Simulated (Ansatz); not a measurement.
# NH4+ (singlet): one geometry, many settings at distance N1–H4 = 2.748 Å

Aim: run NH4+ (singlet) at one geometry under a spread of methods and options, and see what each costs and gives.

The runs use Ansatz 0.2.0, Gaussian basis; the settings change from run to run.

18 further runs of the same task are left out: 15 that didn't finish, 3 set aside as unsound or not needed.

## Step 1: What is computed

The geometry derives from a PBE0/def2-TZVP stationary point (not a proven minimum). One bond is set to the value named and the two fragments are kept rigid.

5 atoms, charge 1, spin multiplicity 1.

Atoms are counted from 1 here; the program's logs count them from 0.

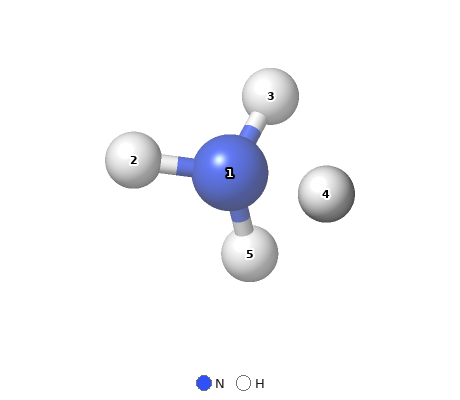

The geometry (nitrogen blue, hydrogen white); atoms are numbered from 1 in the order of the file.

## Step 2: CISD/6-31G

The input, in.yaml:

```yaml
crystal:
  periodic: [false, false, false]
  atoms:
    - {symbol: N, position_ang: [0.055446, -0.055504, 0.055944]}
    - {symbol: H, position_ang: [0.645789, 0.536798, 0.646157]}
    - {symbol: H, position_ang: [-0.537475, -0.643750, 0.647628]}
    - {symbol: H, position_ang: [-1.525821, 1.527414, -1.539509]}
    - {symbol: H, position_ang: [0.647007, -0.649158, -0.531687]}
basis:
  gaussian: {orbitals: 6-31G}
total_charge: 1
correlation: {active_space: {ras: {orbitals: [4, 0, 12], electrons: 8, max_holes: 2, max_particles: 2}, fixed_orbitals: true}}
accuracy: high
```

Started as:

```console
$ ansatz run in.yaml --threads 1 --pin off --events-out ev --progress --plain --max-ram 2393MiB
```

Log:

```text
Functional definition: HF
  name "HF"
  cite "Fock, Z. Phys. 61, 126 (1930) doi:10.1007/BF01340294"
  parent pbe
  exchange = exact_x
  correlation = 0
407 factors; integrals over basis functions are off by at most 2.6e-9 eV
mean field evaluation 1: about -1523.1901 eV, gradient 5.7e1 eV
mean field evaluation 2: about -1523.1874 eV, gradient 5.7e1 eV
mean field evaluation 4: about -1530.0087 eV, gradient 1.3e1 eV
mean field evaluation 8: about -1530.5177 eV, gradient 1.6e-1 eV
mean field -1530.51781186 eV, -56.2454921637 hartree, gradient 7.9e-8 eV, S^2 0.000000; 0 other end points of the search recorded, 0 dependent functions left out
reference -1530.51781186 eV, -56.2454921637 hartree; 5, 5 occupied and 12, 12 virtual orbitals, 407 factors
state -1535.05483578 eV, -56.4122247173 hartree
Total energy: -1535.05483578 eV, -56.4122247173 hartree
```

Run time: 0.3 s. Hardware: 1 thread of Arm Neoverse V2, shared host.

From the report: 1,681 determinants.

## Step 3: NEVPT2(10,6)/6-31G

Changes to in.yaml since step 2:

```diff
@@ -9,5 +9,4 @@
 basis:
-  gaussian: {orbitals: 6-31G}
+  gaussian: {orbitals: 6-31G, fitting: {mean_field: def2-universal-jkfit}}
 total_charge: 1
-correlation: {active_space: {ras: {orbitals: [4, 0, 12], electrons: 8, max_holes: 2, max_particles: 2}, fixed_orbitals: true}}
-accuracy: high
+correlation: {method: sc_nevpt2, electrons: all, active_space: {window: {electrons: 10, orbitals: 6}, states: [{multiplicity: 1, weights: [1, 1, 1]}, {multiplicity: 3, weights: [1]}], root: 1}}
```

Same command.

Log, shortened:

```text
Functional definition: HF
  name "HF"
  cite "Fock, Z. Phys. 61, 126 (1930) doi:10.1007/BF01340294"
  parent pbe
[...]
149 factors; integrals over basis functions are off by at most 1.9e-1 eV
[...]
mean field -1530.51787211 eV, -56.2454943777 hartree, gradient 2.9e-6 eV, S^2 0.000000; 0 other end points of the search recorded, 0 dependent functions left out; unrestricted orbitals would lower it
reference -1530.51787211 eV, -56.2454943777 hartree; 5, 5 occupied and 12, 12 virtual orbitals, 149 factors
state -1532.78737152 eV, -56.3288969428 hartree
state -1528.07695669 eV, -56.1557923905 hartree
state -1526.08681412 eV, -56.0826560002 hartree
state -1532.78737152 eV, -56.3288969428 hartree; corrected -1534.77337193 eV, -56.4018811118 hartree
state -1528.07695669 eV, -56.1557923905 hartree; corrected -1531.67746555 eV, -56.2881086506 hartree
state -1526.08681412 eV, -56.0826560002 hartree; corrected -1527.82656129 eV, -56.1465905292 hartree
state -1532.50735171 eV, -56.3186064045 hartree
state -1532.50735171 eV, -56.3186064045 hartree; corrected -1534.43648424 eV, -56.3895007173 hartree
Total energy: -1531.67746555 eV, -56.2881086506 hartree
```

It took 0.15 s on 1 thread of Arm Neoverse V2, shared host.

From the report: 36 determinants; active occupations (of the averaged states) 2.00, 2.00, 2.00, 1.75, 1.50, 0.75.

## Step 4: HF/6-31G

The input, in.yaml:

```yaml
crystal:
  periodic: [false, false, false]
  atoms:
    - {symbol: N, position_ang: [0.055446, -0.055504, 0.055944]}
    - {symbol: H, position_ang: [0.645789, 0.536798, 0.646157]}
    - {symbol: H, position_ang: [-0.537475, -0.643750, 0.647628]}
    - {symbol: H, position_ang: [-1.525821, 1.527414, -1.539509]}
    - {symbol: H, position_ang: [0.647007, -0.649158, -0.531687]}
basis:
  gaussian: {orbitals: 6-31G}
total_charge: 1
magnetization: {spin_polarized: false}
hamiltonian: {xc: hf}
output: {orbitals: {seedname: orbitals}}
```

Same command.

Log:

```text
Functional definition: HF
  name "HF"
  cite "Fock, Z. Phys. 61, 126 (1930) doi:10.1007/BF01340294"
  parent pbe
  exchange = exact_x
  correlation = 0
260 factors; integrals over basis functions are off by at most 2.6e-4 eV
mean field evaluation 1: about -1523.1901 eV, gradient 5.7e1 eV
mean field evaluation 2: about -1523.1874 eV, gradient 5.7e1 eV
mean field evaluation 4: about -1530.0088 eV, gradient 1.3e1 eV
mean field evaluation 8: about -1530.5178 eV, gradient 1.6e-1 eV
mean field -1530.51791725 eV, -56.2454960368 hartree, gradient 1.2e-5 eV, S^2 0.000000; 0 other end points of the search recorded, 0 dependent functions left out
reference -1530.51791725 eV, -56.2454960368 hartree; 5, 5 occupied and 12, 12 virtual orbitals, 260 factors
Total energy: -1530.51791725 eV, -56.2454960368 hartree
```

Run time: 0.06 s. Hardware: 1 thread of Arm Neoverse V2, shared host.

## Step 5: BCCD on UHF/def2-mTZVP

Changes to in.yaml since step 4:

```diff
@@ -9,6 +9,7 @@
 basis:
-  gaussian: {orbitals: 6-31G}
+  gaussian: {orbitals: def2-mTZVP}
 total_charge: 1
-magnetization: {spin_polarized: false}
-hamiltonian: {xc: hf}
-output: {orbitals: {seedname: orbitals}}
+magnetization: {spin_polarized: true, initial_magnetization: 0}
+correlation: {method: bccd, electrons: all}
+accuracy: high
+scf: {omitted_lower_state_checks: [cluster_reference]}
```

Launched as before.

Log, shortened:

```text
Functional definition: HF
  name "HF"
  cite "Fock, Z. Phys. 61, 126 (1930) doi:10.1007/BF01340294"
  parent pbe
[...]
591 factors; integrals over basis functions are off by at most 1.2e-8 eV
[...]
mean field -1534.08684828 eV, -56.3766518330 hartree, gradient 1.8e-8 eV, S^2 0.972959; 8 other end points of the search recorded, 0 dependent functions left out
reference -1534.08684828 eV, -56.3766518330 hartree; 5, 5 occupied and 26, 26 virtual orbitals, 591 factors
second order -4.26448782 eV of doubles, -0.00000000 eV of singles
cycle   1  -4.64963065 eV  change   -3.9e-1 eV  update   4.6e-2
[...]
cycle  32  -4.84135260 eV  change   1.4e-10 eV  update  2.0e-10
Total energy: -1538.92820089 eV, -56.5545682596 hartree
Checks for a lower state left out: cluster_reference
```

It took 1.4 s on 1 thread of Arm Neoverse V2, shared host.

From the report: ⟨S²⟩ of the determinant 0.973 (pure singlet: 0.00); correlation -4.8414 eV; largest double amplitude 0.12. The determinant is far from a pure spin state, so its energy mixes those of several spin states (harmless only where they are near-degenerate, as at dissociation).

## Step 6: CCSD(T)/6-31G

Changes to in.yaml since step 5:

```diff
@@ -9,7 +9,7 @@
 basis:
-  gaussian: {orbitals: def2-mTZVP}
+  gaussian: {orbitals: 6-31G, fitting: {mean_field: def2-universal-jkfit}}
 total_charge: 1
 magnetization: {spin_polarized: true, initial_magnetization: 0}
-correlation: {method: bccd, electrons: all}
-accuracy: high
-scf: {omitted_lower_state_checks: [cluster_reference]}
+hamiltonian: {xc: {name: PBE0}, pseudopotentials: {relativity: none}}
+correlation: {method: ccsd_t, electrons: outside_noble_gas}
+output: {forces: true}
```

The command is unchanged.

Log, shortened:

```text
Functional definition: PBE0
  name "PBE0"
  cite "Adamo & Barone, J. Chem. Phys. 110, 6158 (1999) doi:10.1063/1.478522"
  cite "Perdew, Burke & Ernzerhof, Phys. Rev. Lett. 77, 3865 (1996) doi:10.1103/PhysRevLett.77.3865"
  parent pbe
[...]
149 factors; integrals over basis functions are off by at most 1.9e-1 eV
[...]
mean field -1540.42710261 eV, -56.6096518819 hartree, gradient 9.0e-6 eV, S^2 0.667851; 4 other end points of the search recorded, 0 dependent functions left out
1 core orbitals not correlated: weight in the atoms' cores, before any rotation towards them, 1.000 or more for the frozen orbitals, at most 0.000 for the correlated occupied ones
reference -1532.15420151 eV, -56.3056283741 hartree; 4, 4 occupied and 12, 12 virtual orbitals, 149 factors
second order -2.98530428 eV of doubles, -0.34642868 eV of singles
cycle   1  -3.31093094 eV  change   -4.3e-1 eV  update   5.5e-2
[...]
cycle  18  -3.70401527 eV  change    9.4e-7 eV  update   6.7e-7
perturbative correction -0.08726803 eV, -0.0032070408 hartree
WARN: these amplitudes may be one of several solutions (largest doubles amplitude 0.27, level shift 5.02 eV)
[...]
Total energy: -1535.94548481 eV, -56.4449554655 hartree
Atom 0 at     0.055446    -0.055504     0.055944 Å, force     1.365031    -1.366450     1.377271 eV/Å
Atom 1 at     0.645789     0.536798     0.646157 Å, force    -0.261062     1.352324    -0.268405 eV/Å
Atom 2 at    -0.537475    -0.643750     0.647628 Å, force    -1.352055     0.263833    -0.267048 eV/Å
Atom 3 at    -1.525821     1.527414    -1.539509 Å, force     0.508025    -0.508556     0.512583 eV/Å
Atom 4 at     0.647007    -0.649158    -0.531687 Å, force    -0.259939     0.258849    -1.354401 eV/Å
Dipole moment:     0.130730    -0.130867     0.131903 e Å
```

Wall time 1.8 s (1 thread of Arm Neoverse V2, shared host).

From the report: ⟨S²⟩ of the determinant 0.668 (pure singlet: 0.00); correlation -3.7913 eV; T1 0.067; largest double amplitude 0.27. The determinant is far from a pure spin state, so its energy mixes those of several spin states (harmless only where they are near-degenerate, as at dissociation). The orbitals are Kohn-Sham ones, so correlation energy and T1 don't compare with those on Hartree-Fock orbitals. The report flags that the cluster equations may have other roots.

## Step 7: CISD/6-31G*

The input, in.yaml:

```yaml
crystal:
  periodic: [false, false, false]
  atoms:
    - {symbol: N, position_ang: [0.055446, -0.055504, 0.055944]}
    - {symbol: H, position_ang: [0.645789, 0.536798, 0.646157]}
    - {symbol: H, position_ang: [-0.537475, -0.643750, 0.647628]}
    - {symbol: H, position_ang: [-1.525821, 1.527414, -1.539509]}
    - {symbol: H, position_ang: [0.647007, -0.649158, -0.531687]}
basis:
  gaussian: {orbitals: "6-31G*"}
total_charge: 1
correlation: {active_space: {ras: {orbitals: [5, 0, 18], electrons: 10, max_holes: 2, max_particles: 2}, fixed_orbitals: true}}
```

The command is unchanged.

Log:

```text
Functional definition: HF
  name "HF"
  cite "Fock, Z. Phys. 61, 126 (1930) doi:10.1007/BF01340294"
  parent pbe
  exchange = exact_x
  correlation = 0
269 factors; integrals over basis functions are off by at most 5.8e-4 eV
mean field evaluation 1: about -1523.6346 eV, gradient 5.8e1 eV
mean field evaluation 2: about -1523.6329 eV, gradient 5.8e1 eV
mean field evaluation 4: about -1530.4358 eV, gradient 1.3e1 eV
mean field evaluation 8: about -1530.9588 eV, gradient 1.5e-1 eV
mean field -1530.95890661 eV, -56.2617020969 hartree, gradient 5.9e-7 eV, S^2 0.000000; 0 other end points of the search recorded, 0 dependent functions left out
reference -1530.95890661 eV, -56.2617020969 hartree; 5, 5 occupied and 18, 18 virtual orbitals, 269 factors
state -1536.72497154 eV, -56.4736010746 hartree
Total energy: -1536.72497154 eV, -56.4736010746 hartree
```

Run time: 0.3 s. Hardware: 1 thread of Arm Neoverse V2, shared host.

From the report: 6,029 determinants.

## Step 8: BCCD(T) on RHF/def2-mTZVP

Changes to in.yaml since step 7:

```diff
@@ -9,4 +9,7 @@
 basis:
-  gaussian: {orbitals: "6-31G*"}
+  gaussian: {orbitals: def2-mTZVP}
 total_charge: 1
-correlation: {active_space: {ras: {orbitals: [5, 0, 18], electrons: 10, max_holes: 2, max_particles: 2}, fixed_orbitals: true}}
+magnetization: {spin_polarized: false}
+correlation: {method: bccd_t, electrons: outside_noble_gas, diis_vectors: 2}
+scf: {lower_state_search: off}
+output: {forces: true}
```

Launched as before.

Log, shortened:

```text
Functional definition: HF
  name "HF"
  cite "Fock, Z. Phys. 61, 126 (1930) doi:10.1007/BF01340294"
  parent pbe
[...]
301 factors; integrals over basis functions are off by at most 1.2e-3 eV
[...]
mean field -1531.60059590 eV, -56.2852837433 hartree, gradient 2.2e-6 eV, S^2 0.000000; 0 other end points of the search recorded, 0 dependent functions left out; unrestricted orbitals would lower it
1 core orbitals not correlated: weight in the atoms' cores, before any rotation towards them, 1.000 or more for the frozen orbitals, at most 0.000 for the correlated occupied ones
reference -1531.60059590 eV, -56.2852837433 hartree; 4, 4 occupied and 26, 26 virtual orbitals, 301 factors
second order -5.84506508 eV of doubles, -0.00000000 eV of singles
cycle   1  -5.77373838 eV  change   -2.7e-1 eV  update   1.5e-1
[...]
cycle  17  -6.68750945 eV  change    5.3e-6 eV  update   1.1e-6
perturbative correction -0.40550745 eV, -0.0149021239 hartree
WARN: these amplitudes may be one of several solutions (largest doubles amplitude 0.45, level shift 1.82 eV)
[...]
Total energy: -1538.69361280 eV, -56.5459473065 hartree
Atom 0 at     0.055446    -0.055504     0.055944 Å, force     1.191692    -1.192931     1.202377 eV/Å
Atom 1 at     0.645789     0.536798     0.646157 Å, force    -0.244887     1.174156    -0.251343 eV/Å
Atom 2 at    -0.537475    -0.643750     0.647628 Å, force    -1.173904     0.247271    -0.250187 eV/Å
Atom 3 at    -1.525821     1.527414    -1.539509 Å, force     0.471032    -0.471524     0.475257 eV/Å
Atom 4 at     0.647007    -0.649158    -0.531687 Å, force    -0.243932     0.243026    -1.176104 eV/Å
Dipole moment:     0.134900    -0.135041     0.136110 e Å
Checks for a lower state left out: starts, cluster_reference, orbital_swaps, neighbouring_geometries, increment
```

Wall time 0.45 s (1 thread of Arm Neoverse V2, shared host).

From the report: correlation -7.0930 eV; largest double amplitude 0.45. The report flags that the cluster equations may have other roots.

## Step 9: CCSD on RHF/6-31G

Changes to in.yaml since step 8:

```diff
@@ -9,7 +9,6 @@
 basis:
-  gaussian: {orbitals: def2-mTZVP}
+  gaussian: {orbitals: 6-31G}
 total_charge: 1
 magnetization: {spin_polarized: false}
-correlation: {method: bccd_t, electrons: outside_noble_gas, diis_vectors: 2}
-scf: {lower_state_search: off}
+correlation: {method: ccsd, electrons: outside_noble_gas}
 output: {forces: true}
```

The command is unchanged.

Log, shortened:

```text
Functional definition: HF
  name "HF"
  cite "Fock, Z. Phys. 61, 126 (1930) doi:10.1007/BF01340294"
  parent pbe
[...]
260 factors; integrals over basis functions are off by at most 2.6e-4 eV
[...]
mean field -1530.51791725 eV, -56.2454960368 hartree, gradient 7.8e-6 eV, S^2 0.000000; 0 other end points of the search recorded, 0 dependent functions left out; unrestricted orbitals would lower it
unrestricted determinant -1532.94903622 eV, -56.3348380108 hartree, S^2 0.9713
1 core orbitals not correlated: weight in the atoms' cores, before any rotation towards them, 1.000 or more for the frozen orbitals, at most 0.000 for the correlated occupied ones
reference -1530.51791725 eV, -56.2454960368 hartree; 4, 4 occupied and 12, 12 virtual orbitals, 260 factors
second order -4.19810572 eV of doubles, -0.00000000 eV of singles
cycle   1  -4.05563227 eV  change   -2.0e-1 eV  update   1.7e-1
[...]
cycle  18  -5.25135942 eV  change    8.8e-7 eV  update   5.2e-7
WARN: the results are in doubt because among natural orbitals full CI differs from the method by -0.125 eV
[...]
Total energy: -1535.76927667 eV, -56.4384799359 hartree
Atom 0 at     0.055446    -0.055504     0.055944 Å, force     1.355033    -1.356441     1.367183 eV/Å
Atom 1 at     0.645789     0.536798     0.646157 Å, force    -0.320241     1.332607    -0.327753 eV/Å
Atom 2 at    -0.537475    -0.643750     0.647628 Å, force    -1.332276     0.322893    -0.326494 eV/Å
Atom 3 at    -1.525821     1.527414    -1.539509 Å, force     0.616684    -0.617328     0.622216 eV/Å
Atom 4 at     0.647007    -0.649158    -0.531687 Å, force    -0.319200     0.318269    -1.335153 eV/Å
Dipole moment:     0.134549    -0.134689     0.135756 e Å
In doubt: among natural orbitals full CI differs from the method by -0.125 eV
```

Run time: 0.27 s. Hardware: 1 thread of Arm Neoverse V2, shared host.

From the report: correlation -5.2514 eV; T1 0.142; largest double amplitude 0.63. Mind the lines of doubt at the end of the log.

## Step 10: NEVPT2(6,4)/6-31G

Changes to in.yaml since step 9:

```diff
@@ -9,6 +9,8 @@
 basis:
-  gaussian: {orbitals: 6-31G}
+  gaussian: {orbitals: 6-31G, fitting: {mean_field: def2-universal-jkfit}}
 total_charge: 1
-magnetization: {spin_polarized: false}
-correlation: {method: ccsd, electrons: outside_noble_gas}
+hamiltonian: {pseudopotentials: {relativity: none}}
+correlation: {method: sc_nevpt2, electrons: valence, active_space: {window: {electrons: 6, orbitals: 4}}}
+accuracy: high
+scf: {lower_state_search: off}
 output: {forces: true}
```

The command is unchanged.

Log, shortened:

```text
Functional definition: HF
  name "HF"
  cite "Fock, Z. Phys. 61, 126 (1930) doi:10.1007/BF01340294"
  parent pbe
[...]
149 factors; integrals over basis functions are off by at most 1.9e-1 eV
[...]
mean field -1530.51787211 eV, -56.2454943777 hartree, gradient 1.3e-8 eV, S^2 0.000000; 0 other end points of the search recorded, 0 dependent functions left out
reference -1530.51787211 eV, -56.2454943777 hartree; 5, 5 occupied and 12, 12 virtual orbitals, 149 factors
state -1533.04094528 eV, -56.3382156065 hartree
state -1533.04094528 eV, -56.3382156065 hartree; corrected -1535.36676631 eV, -56.4236879528 hartree
WARN: 2 active orbitals are nearly empty or full. The corrections depend on them more than the energy does, and are more stable in an active space without them
[...]
WARN: the results are in doubt because close orbitals or states may skew the forces
Total energy: -1535.36676631 eV, -56.4236879528 hartree
Atom 0 at     0.055446    -0.055504     0.055944 Å, force     1.580040    -1.527048     1.539198 eV/Å
Atom 1 at     0.645789     0.536798     0.646157 Å, force    -0.421159     1.234544    -0.426297 eV/Å
Atom 2 at    -0.537475    -0.643750     0.647628 Å, force    -1.250807     0.377937    -0.381836 eV/Å
Atom 3 at    -1.525821     1.527414    -1.539509 Å, force     0.512248    -0.502811     0.506804 eV/Å
Atom 4 at     0.647007    -0.649158    -0.531687 Å, force    -0.420322     0.417378    -1.237869 eV/Å
Dipole moment:     0.156094    -0.156341     0.157578 e Å
In doubt: close orbitals or states may skew the forces
Checks for a lower state left out: stability, starts, cluster_reference, orbital_swaps, neighbouring_geometries, increment
```

Run time: 0.09 s. Hardware: 1 thread of Arm Neoverse V2, shared host.

From the report: 10 determinants; active occupations 2.00, 2.00, 1.39, 0.61. Mind the lines of doubt at the end of the log.

## Step 11: The runs in one table

Where basis and cores are those of an earlier FCI/6-31G run (-1536.0389 eV), and the state is the same kind, the miss against it is given. † marks a result that the program doubts.

```csv
level,correlated,functions,energy (eV),from FCI (meV),time
CISD/6-31G,outside noble gas,17,-1535.0548,984.0,0.3 s
"NEVPT2(10,6)/6-31G (excited root 1 of an average)",all,17,-1531.6775,,0.15 s
HF/6-31G,,17,-1530.5179,5521.0,0.06 s
BCCD on UHF/def2-mTZVP,all,31,-1538.9282,,1.4 s
CCSD(T)/6-31G (on PBE0 orbitals) †,outside noble gas,17,-1535.9455,,1.8 s
CISD/6-31G*,all,23,-1536.7250,,0.3 s
BCCD(T) on RHF/def2-mTZVP †,outside noble gas,31,-1538.6936,,0.45 s
CCSD on RHF/6-31G †,outside noble gas,17,-1535.7693,269.6,0.27 s
"NEVPT2(6,4)/6-31G †",valence,17,-1535.3668,,0.09 s
```

## Step 12: Results

| quantity | value |
| --- | --- |
| runs | 9 |
| quickest | HF/6-31G, 0.06 s |
| slowest | CCSD(T)/6-31G (on PBE0 orbitals) †, 1.8 s |

**Reading.** Total energies in different bases, with other cores or another treatment of relativity can't be set against each other. CCSD(T)/6-31G (on PBE0 orbitals) † took 29 times as long as HF/6-31G; the jobs differ in more than the method. Among the correlated runs with a miss given, it spans +270 to +984 meV. Hartree-Fock, CASSCF and CASCI lack dynamic correlation by design.
